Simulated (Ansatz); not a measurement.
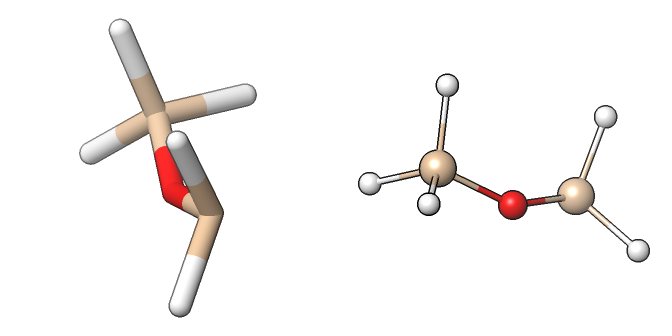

Two views of one molecule. Colours: silicon light orange, oxygen red, hydrogen white.

State: neutral, doublet. The geometry was computed by an optimisation with PBE0-D4/def2-TZVP.

Describe the molecule.

The molecule is H₅OSi₂. This geometry has C1 symmetry. It is an open-shell species. Coordination: 1 Si trigonal pyramidal; 1 O bent; 1 Si tetrahedral.

The parts below concern this one geometry. Atoms keep their numbers from picture to picture.

### Geometry

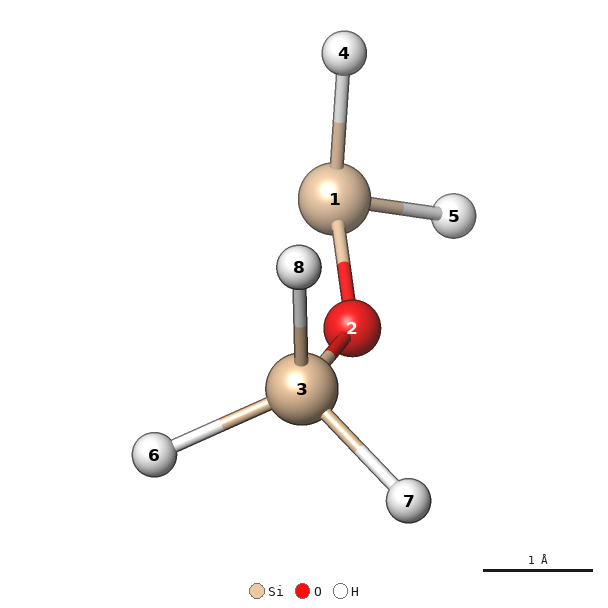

Numbered structure.

Estimate the angles O2–Si1–H4, O2–Si1–H5, H4–Si1–H5, Si1–O2–Si3, O2–Si3–H6, O2–Si3–H7, O2–Si3–H8, H6–Si3–H7, H6–Si3–H8, H7–Si3–H8.

```tsv
angle	degrees
O2–Si1–H4	109.9
O2–Si1–H5	107.9
H4–Si1–H5	110.4
Si1–O2–Si3	146.0
O2–Si3–H6	109.9
O2–Si3–H7	108.1
O2–Si3–H8	110.1
H6–Si3–H7	109.7
H6–Si3–H8	109.2
H7–Si3–H8	109.8
```

### Electronic properties

Level of theory: UKS BLYP-D4/def2-TZVPP (Ansatz 0.2.0).

What does the calculation give?

- ⟨S²⟩ of the determinant: 0.751
- dispersion correction: −32.8 kJ/mol

### Dipole moment

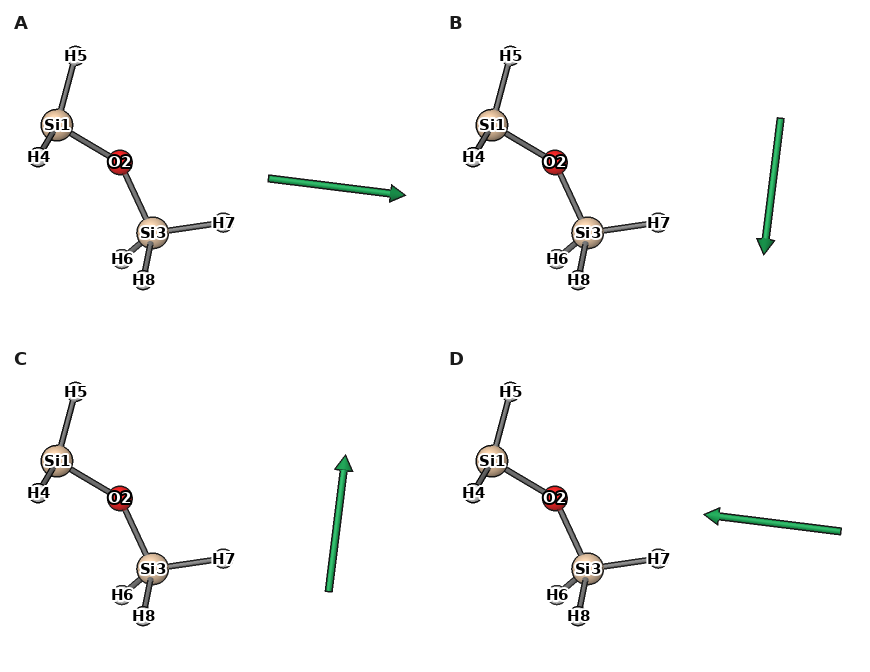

The same molecule four times, each with an arrow. Level of theory: UKS PBE0-D4/def2-TZVP (Ansatz 0.2.0).

Which arrow points along the dipole moment, from the negative to the positive end?

Answer. B. The dipole moment is 0.34 D; it points from the side of H5 to the side of H8 (the outermost atoms at the two ends).

### Vibrations

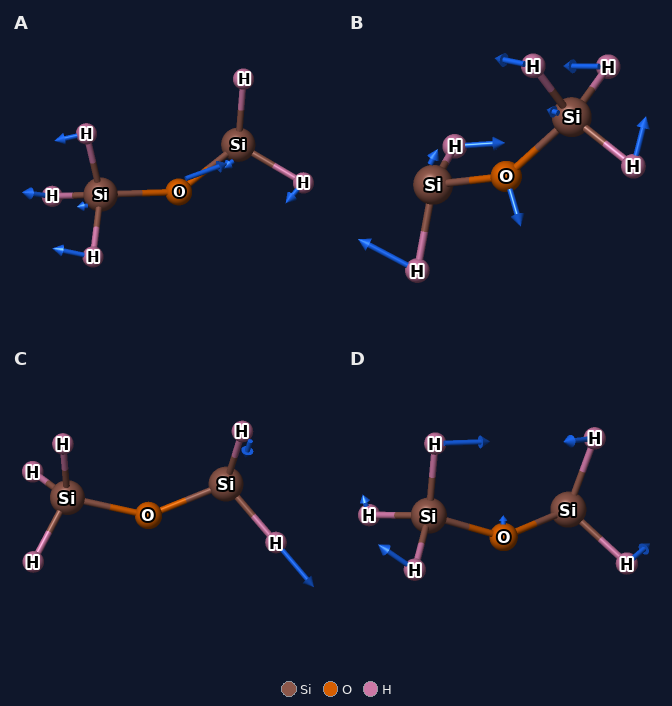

4 normal modes of one molecule or complex, as arrows. Harmonic vibrations computed with UKS PBE0-D4/def2-TZVP (Ansatz 0.2.0) at a stationary point of the same level.

Match the panels to the wavenumbers 98 cm⁻¹, 743 cm⁻¹, 1118 cm⁻¹, 2202 cm⁻¹.

Answer. A: 1118 cm⁻¹, out-of-phase stretching of 2 O–Si bonds
B: 98 cm⁻¹, Si–O–Si bending
C: 2202 cm⁻¹, out-of-phase stretching of 2 Si–H bonds
D: 743 cm⁻¹, H–Si–O bending

### Charges

The questions are on Mulliken charges. Method: UKS PBE0-D4/def2-TZVP (Ansatz 0.2.0).

List the Mulliken charges.

| atom | value (e) |
| --- | --- |
| Si1 | 0.19 |
| O2 | −0.35 |
| Si3 | 0.29 |
| H4 | −0.02 |
| H5 | −0.01 |
| H6 | −0.03 |
| H7 | −0.03 |
| H8 | −0.03 |

Mulliken values depend strongly on the basis set and can even reverse the polarity of a bond.
